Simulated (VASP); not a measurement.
Band structure of Ti2O (space group P-3m1). Calculation: PBEsol GGA, VASP's PBE PAW potentials (set 64) (plane waves; VASP).

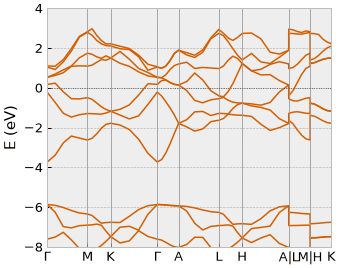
Figure: Bands along high-symmetry lines, zero at the valence-band maximum or, without a gap, the Fermi level

Q: Read the plot: is there a gap, and where are the band edges?

A: It has no gap at this level: it comes out as a metal or semimetal.

The structure comes from a computed database's Ti2O entry (P-3m1); how it stands against other phases isn't given here. The cell was not relaxed at this level.
